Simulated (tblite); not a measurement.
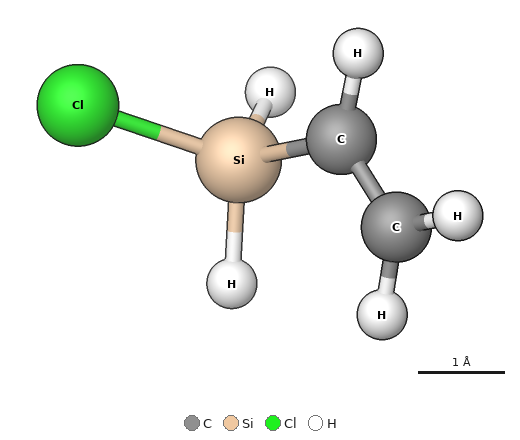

The starting structure (ball-and-stick view, seen at a tilt).

**Run report: C₂H₅ClSi, geometry relaxation (part 1 of 2)**

- system: C₂H₅ClSi
- method: GFN1-xTB, R-SCC (tblite 0.8.0)

The geometry comes from this level: PBE0-D4/def2-TZVP.

### The program's output
```
step      energy/Eh       max grad     grad norm
   0    -13.068686009    2.930e-02    4.067e-02
   1    -13.070014562    1.871e-02    2.669e-02
   2    -13.071079836    4.442e-03    1.039e-02
   3    -13.071161712    2.575e-03    7.123e-03
   4    -13.071264459    1.839e-03    4.736e-03
   5    -13.071295356    2.017e-03    4.538e-03
   6    -13.071335367    1.841e-03    4.224e-03
   7    -13.071367785    1.781e-03    3.945e-03
   8    -13.071396138    1.571e-03    3.845e-03
   9    -13.071421958    1.594e-03    3.784e-03
  10    -13.071447059    1.628e-03    3.337e-03
  11    -13.071464047    1.137e-03    2.528e-03
  12    -13.071473592    7.428e-04    2.105e-03
  13    -13.071481424    8.045e-04    2.232e-03
  14    -13.071492797    9.811e-04    2.677e-03
  15    -13.071508070    1.098e-03    2.911e-03
  16    -13.071522237    9.741e-04    2.494e-03
  17    -13.071531592    6.776e-04    2.099e-03
  18    -13.071539615    9.222e-04    2.245e-03
  19    -13.071551409    1.433e-03    2.755e-03
  20    -13.071567090    1.467e-03    2.971e-03
  21    -13.071580441    9.897e-04    2.312e-03
  22    -13.071587496    7.388e-04    1.597e-03
  23    -13.071591622    6.563e-04    1.552e-03
  24    -13.071596784    1.073e-03    1.857e-03
  25    -13.071604582    1.243e-03    2.125e-03
  26    -13.071612675    8.768e-04    1.815e-03
  27    -13.071617162    4.938e-04    1.202e-03
  28    -13.071619277    5.433e-04    1.004e-03
  29    -13.071621143    5.028e-04    1.047e-03
  30    -13.071623460    6.053e-04    1.045e-03
  31    -13.071625258    4.233e-04    7.723e-04
  32    -13.071626067    1.875e-04    4.878e-04
  33    -13.071626416    2.011e-04    4.325e-04
  34    -13.071626795    2.147e-04    4.812e-04
  35    -13.071627364    2.390e-04    5.568e-04
  36    -13.071627975    2.680e-04    5.316e-04
  37    -13.071628407    1.631e-04    4.167e-04
  38    -13.071628673    1.507e-04    3.649e-04
  39    -13.071628934    2.004e-04    3.999e-04
  40    -13.071629306    2.744e-04    4.792e-04
  41    -13.071629765    3.273e-04    5.080e-04
  42    -13.071630179    2.290e-04    4.417e-04
  43    -13.071630487    1.511e-04    3.970e-04
  44    -13.071630803    1.715e-04    4.644e-04
  45    -13.071631320    3.800e-04    6.417e-04
  46    -13.071632199    6.078e-04    8.696e-04
  47    -13.071633693    8.210e-04    1.106e-03
  48    -13.071636093    9.701e-04    1.296e-03
  49    -13.071639239    8.861e-04    1.306e-03
  50    -13.071641307    5.461e-04    1.096e-03
  51    -13.071643671    4.065e-04    1.011e-03
  52    -13.071645625    4.600e-04    1.200e-03
  53    -13.071648612    8.157e-04    1.457e-03
  54    -13.071652368    8.739e-04    1.468e-03
  55    -13.071655466    4.970e-04    1.080e-03
  56    -13.071657173    3.738e-04    7.627e-04
  57    -13.071658183    3.281e-04    7.557e-04
  58    -13.071659304    4.608e-04    8.077e-04
  59    -13.071660656    4.394e-04    7.356e-04
  60    -13.071661632    2.082e-04    4.959e-04
  61    -13.071662037    2.134e-04    3.693e-04
  62    -13.071662276    2.105e-04    3.914e-04
  63    -13.071662663    2.487e-04    4.870e-04
  64    -13.071663307    3.343e-04    6.043e-04
  65    -13.071664350    3.667e-04    6.865e-04
  66    -13.071665777    2.716e-04    6.274e-04
  67    -13.071666532    2.139e-04    4.289e-04
  68    -13.071666945    1.475e-04    3.067e-04
  69    -13.071667129    1.410e-04    3.091e-04
  70    -13.071667342    1.640e-04    3.221e-04
  71    -13.071667678    1.485e-04    3.247e-04
  72    -13.071668194    1.336e-04    3.526e-04
  73    -13.071668821    1.256e-04    3.310e-04
  74    -13.071669313    1.479e-04    3.772e-04
  75    -13.071669598    9.863e-05    1.987e-04
  76    -13.071669692    5.035e-05    1.135e-04
  77    -13.071669713    3.715e-05    7.896e-05
  78    -13.071669725    4.406e-05    7.448e-05
  79    -13.071669741    4.712e-05    8.119e-05
  80    -13.071669763    4.073e-05    8.524e-05
  81    -13.071669783    3.148e-05    6.242e-05
  82    -13.071669791    1.276e-05    2.389e-05
converged: True - Optimization terminated successfully.
final geometry (angstrom)
C      0.384208     1.412464    -0.655014
C      0.496684     0.431979     0.248584
Si    -0.560707    -1.122747     0.347077
Cl     0.598177    -2.758293     0.403529
H     -0.361844     1.397705    -1.441491
H      1.031349     2.283588    -0.659932
H      1.292751     0.568605     0.988979
H     -1.356723    -1.079339     1.559651
H     -1.435395    -1.180262    -0.808483
total energy: -8202.59697458 kcal/mol
  MO   occupation   energy/eV
   8     2.0000     -13.3869
   9     2.0000     -13.2215
  10     2.0000     -12.5067
  11     2.0000     -12.1325
  12     2.0000     -11.9003
  13     0.0000      -7.3368
  14     0.0000      -4.7411
  15     0.0000      -4.4248
  16     0.0000      -3.4912
Dipole moment: 1.2855 D, components -0.0629 1.2755 -0.1468
Charges: C1=-0.0258 C2=-0.1155 Si3=+0.2617 Cl4=-0.0725 H5=+0.0269 H6=+0.0251 H7=+0.0364 H8=-0.0683 H9=-0.0682
```

### Trajectory as extended XYZ (Å, eV, eV/Å), 24 of the 83 frames kept, from step=0 to step=82
```
9
Properties=species:S:1:pos:R:3:forces:R:3 step=0 energy=-355.61706
C     0.3963    1.3580   -0.6709    0.1487   0.4487  -0.2278
C     0.5035    0.4625    0.3072   -0.0264  -0.1491   0.2471
Si   -0.5562   -1.0509    0.3592   -0.3248  -1.5065   0.0155
Cl    0.6132   -2.7454    0.2631   -0.5566   0.7896   0.0434
H    -0.3078    1.2291   -1.4885    0.0805   0.1183   0.0433
H     1.0044    2.2577   -0.7018   -0.0432   0.0002  -0.1172
H     1.2291    0.6353    1.0998    0.1686   0.2227   0.0165
H    -1.3248   -1.1442    1.6237    0.2575   0.0859  -0.4722
H    -1.4692   -1.0484   -0.8089    0.2957  -0.0098   0.4514
9
Properties=species:S:1:pos:R:3:forces:R:3 step=4 energy=-355.68723
C     0.4009    1.3626   -0.6684    0.0374  -0.0120   0.0820
C     0.4935    0.4540    0.3119   -0.0234   0.0812  -0.0366
Si   -0.5687   -1.0958    0.3595    0.0795  -0.0662   0.0135
Cl    0.5967   -2.7262    0.2642   -0.0182  -0.0502  -0.0010
H    -0.3019    1.2394   -1.4864    0.0348   0.0945   0.0014
H     1.0065    2.2635   -0.7093   -0.0067  -0.0555  -0.0118
H     1.2343    0.6482    1.0957   -0.0365   0.0493  -0.0674
H    -1.3154   -1.1406    1.6020   -0.0329   0.0061  -0.0247
H    -1.4574   -1.0514   -0.7862   -0.0340  -0.0473   0.0446
9
Properties=species:S:1:pos:R:3:forces:R:3 step=7 energy=-355.69004
C     0.4026    1.3631   -0.6641   -0.0384   0.0633  -0.0916
C     0.4876    0.4543    0.3130    0.0244   0.0323  -0.0141
Si   -0.5637   -1.1017    0.3606    0.0466  -0.0378   0.0073
Cl    0.5958   -2.7344    0.2640   -0.0030  -0.0431   0.0037
H    -0.2963    1.2521   -1.4851   -0.0269   0.0397  -0.0353
H     1.0084    2.2612   -0.7118    0.0564  -0.0087   0.0502
H     1.2312    0.6562    1.0875    0.0223   0.0118   0.0528
H    -1.3178   -1.1395    1.5958   -0.0381  -0.0106   0.0375
H    -1.4592   -1.0577   -0.7770   -0.0434  -0.0470  -0.0103
9
Properties=species:S:1:pos:R:3:forces:R:3 step=11 energy=-355.69266
C     0.4006    1.3701   -0.6684    0.0238  -0.0060   0.0225
C     0.4857    0.4599    0.3095    0.0041  -0.0225  -0.0301
Si   -0.5553   -1.1094    0.3628   -0.0585   0.0338   0.0022
Cl    0.5951   -2.7492    0.2647   -0.0132   0.0201   0.0151
H    -0.2970    1.2700   -1.4916   -0.0172   0.0160  -0.0214
H     1.0194    2.2594   -0.7065    0.0233   0.0290   0.0198
H     1.2301    0.6651    1.0863   -0.0283  -0.0115  -0.0215
H    -1.3241   -1.1406    1.5950    0.0393  -0.0172  -0.0082
H    -1.4660   -1.0716   -0.7689    0.0266  -0.0416   0.0216
9
Properties=species:S:1:pos:R:3:forces:R:3 step=14 energy=-355.69344
C     0.4018    1.3725   -0.6695    0.0046   0.0165  -0.0246
C     0.4855    0.4588    0.3055   -0.0141   0.0085  -0.0254
Si   -0.5581   -1.1091    0.3636    0.0440  -0.0017  -0.0003
Cl    0.5931   -2.7503    0.2666   -0.0208   0.0393   0.0176
H    -0.2983    1.2768   -1.4948    0.0505   0.0258   0.0425
H     1.0248    2.2617   -0.7025   -0.0271  -0.0261   0.0107
H     1.2274    0.6660    1.0844   -0.0214  -0.0289  -0.0252
H    -1.3220   -1.1427    1.5947    0.0081  -0.0064   0.0411
H    -1.4657   -1.0801   -0.7651   -0.0238  -0.0271  -0.0364
9
Properties=species:S:1:pos:R:3:forces:R:3 step=18 energy=-355.69471
C     0.4051    1.3792   -0.6736    0.0021  -0.0015   0.0211
C     0.4820    0.4587    0.2943   -0.0267   0.0003   0.0251
Si   -0.5585   -1.1079    0.3647   -0.0474  -0.0254  -0.0143
Cl    0.5883   -2.7494    0.2735    0.0437  -0.0190   0.0142
H    -0.2939    1.2951   -1.4972    0.0035   0.0168  -0.0386
H     1.0322    2.2635   -0.6933    0.0041   0.0315  -0.0094
H     1.2194    0.6629    1.0769    0.0220  -0.0321   0.0014
H    -1.3165   -1.1472    1.6011    0.0167   0.0268   0.0114
H    -1.4696   -1.1011   -0.7635   -0.0179   0.0026  -0.0110
9
Properties=species:S:1:pos:R:3:forces:R:3 step=21 energy=-355.69582
C     0.4077    1.3857   -0.6752   -0.0079  -0.0064   0.0457
C     0.4733    0.4592    0.2886    0.0150  -0.0114  -0.0066
Si   -0.5641   -1.1127    0.3627   -0.0401   0.0063   0.0023
Cl    0.5915   -2.7499    0.2826    0.0305   0.0011   0.0065
H    -0.2865    1.3142   -1.5035   -0.0216  -0.0023  -0.0366
H     1.0373    2.2689   -0.6871    0.0155   0.0075   0.0049
H     1.2164    0.6526    1.0705   -0.0198  -0.0281  -0.0066
H    -1.3091   -1.1457    1.6107    0.0202   0.0270  -0.0509
H    -1.4780   -1.1186   -0.7665    0.0080   0.0063   0.0414
9
Properties=species:S:1:pos:R:3:forces:R:3 step=25 energy=-355.69648
C     0.4064    1.3897   -0.6734   -0.0094   0.0099  -0.0420
C     0.4701    0.4565    0.2835   -0.0087  -0.0083  -0.0170
Si   -0.5679   -1.1146    0.3614    0.0639  -0.0078  -0.0171
Cl    0.5964   -2.7476    0.2883    0.0057   0.0198   0.0032
H    -0.2838    1.3235   -1.5085    0.0130   0.0005   0.0344
H     1.0411    2.2708   -0.6824   -0.0108  -0.0209   0.0167
H     1.2122    0.6429    1.0671    0.0014  -0.0133   0.0108
H    -1.3037   -1.1407    1.6095   -0.0279   0.0185   0.0173
H    -1.4823   -1.1267   -0.7628   -0.0272   0.0016  -0.0061
9
Properties=species:S:1:pos:R:3:forces:R:3 step=29 energy=-355.69693
C     0.4057    1.3936   -0.6746    0.0244  -0.0167   0.0035
C     0.4669    0.4545    0.2767    0.0092  -0.0042   0.0002
Si   -0.5661   -1.1170    0.3588   -0.0259  -0.0013   0.0051
Cl    0.6029   -2.7451    0.2940    0.0135  -0.0013  -0.0016
H    -0.2812    1.3333   -1.5109   -0.0178  -0.0004   0.0026
H     1.0440    2.2708   -0.6756   -0.0003   0.0134   0.0078
H     1.2079    0.6325    1.0642    0.0009   0.0073  -0.0095
H    -1.3018   -1.1338    1.6100   -0.0038   0.0090  -0.0130
H    -1.4898   -1.1350   -0.7597   -0.0003  -0.0058   0.0050
9
Properties=species:S:1:pos:R:3:forces:R:3 step=32 energy=-355.69707
C     0.4082    1.3926   -0.6759   -0.0073   0.0036   0.0096
C     0.4670    0.4529    0.2747    0.0094  -0.0031  -0.0010
Si   -0.5670   -1.1181    0.3581   -0.0075   0.0025   0.0067
Cl    0.6061   -2.7437    0.2953    0.0008   0.0031  -0.0002
H    -0.2823    1.3353   -1.5098    0.0014   0.0006   0.0003
H     1.0443    2.2719   -0.6727   -0.0012  -0.0029  -0.0020
H     1.2072    0.6307    1.0627    0.0086   0.0023  -0.0028
H    -1.3028   -1.1305    1.6090   -0.0032   0.0023  -0.0064
H    -1.4922   -1.1375   -0.7584   -0.0011  -0.0085  -0.0043
9
Properties=species:S:1:pos:R:3:forces:R:3 step=36 energy=-355.69712
C     0.4076    1.3932   -0.6748   -0.0010   0.0003  -0.0043
C     0.4684    0.4516    0.2738   -0.0063   0.0024   0.0047
Si   -0.5681   -1.1181    0.3583    0.0112   0.0013  -0.0138
Cl    0.6073   -2.7424    0.2959   -0.0047   0.0026   0.0028
H    -0.2823    1.3365   -1.5093   -0.0023  -0.0001   0.0038
H     1.0442    2.2719   -0.6718   -0.0003   0.0015   0.0010
H     1.2088    0.6301    1.0615    0.0083  -0.0046  -0.0027
H    -1.3040   -1.1287    1.6080   -0.0094   0.0006   0.0078
H    -1.4933   -1.1404   -0.7587    0.0045  -0.0039   0.0007
9
Properties=species:S:1:pos:R:3:forces:R:3 step=39 energy=-355.69714
C     0.4074    1.3932   -0.6745    0.0018   0.0007   0.0008
C     0.4689    0.4515    0.2739   -0.0028   0.0061   0.0015
Si   -0.5681   -1.1179    0.3577   -0.0034   0.0025   0.0069
Cl    0.6076   -2.7417    0.2964   -0.0012  -0.0035   0.0037
H    -0.2828    1.3369   -1.5086   -0.0065  -0.0001   0.0006
H     1.0440    2.2720   -0.6714    0.0010   0.0015  -0.0002
H     1.2106    0.6297    1.0606    0.0019  -0.0073  -0.0039
H    -1.3057   -1.1278    1.6079    0.0026   0.0002  -0.0103
H    -1.4935   -1.1422   -0.7591    0.0068  -0.0001   0.0008
9
Properties=species:S:1:pos:R:3:forces:R:3 step=43 energy=-355.69719
C     0.4070    1.3941   -0.6740   -0.0021   0.0028  -0.0002
C     0.4688    0.4520    0.2740    0.0041  -0.0057  -0.0058
Si   -0.5681   -1.1172    0.3577    0.0022  -0.0047   0.0024
Cl    0.6076   -2.7410    0.2984    0.0010  -0.0036   0.0063
H    -0.2847    1.3381   -1.5071   -0.0033   0.0060   0.0068
H     1.0441    2.2725   -0.6707    0.0007  -0.0003  -0.0054
H     1.2138    0.6268    1.0582   -0.0025   0.0003   0.0010
H    -1.3078   -1.1261    1.6058   -0.0018  -0.0003   0.0028
H    -1.4923   -1.1455   -0.7594    0.0017   0.0056  -0.0078
9
Properties=species:S:1:pos:R:3:forces:R:3 step=46 energy=-355.69723
C     0.4063    1.3953   -0.6733   -0.0006  -0.0054   0.0037
C     0.4694    0.4517    0.2731    0.0029  -0.0104  -0.0005
Si   -0.5681   -1.1174    0.3584    0.0052  -0.0031  -0.0313
Cl    0.6080   -2.7413    0.3016   -0.0017   0.0001   0.0088
H    -0.2874    1.3403   -1.5045   -0.0085   0.0081  -0.0003
H     1.0443    2.2729   -0.6711    0.0026   0.0019  -0.0029
H     1.2165    0.6240    1.0560   -0.0019   0.0032  -0.0003
H    -1.3100   -1.1245    1.6040   -0.0084  -0.0011   0.0181
H    -1.4906   -1.1474   -0.7613    0.0105   0.0066   0.0048
9
Properties=species:S:1:pos:R:3:forces:R:3 step=50 energy=-355.69748
C     0.4020    1.4012   -0.6685   -0.0040  -0.0201   0.0020
C     0.4750    0.4479    0.2677    0.0027  -0.0011   0.0091
Si   -0.5671   -1.1186    0.3574   -0.0066   0.0066  -0.0281
Cl    0.6092   -2.7430    0.3245   -0.0050   0.0033   0.0147
H    -0.3081    1.3558   -1.4861   -0.0076   0.0125  -0.0131
H     1.0454    2.2755   -0.6747   -0.0067  -0.0166   0.0171
H     1.2346    0.6069    1.0413    0.0081   0.0108  -0.0057
H    -1.3265   -1.1148    1.5943    0.0126  -0.0025  -0.0032
H    -1.4761   -1.1572   -0.7730    0.0066   0.0072   0.0071
```
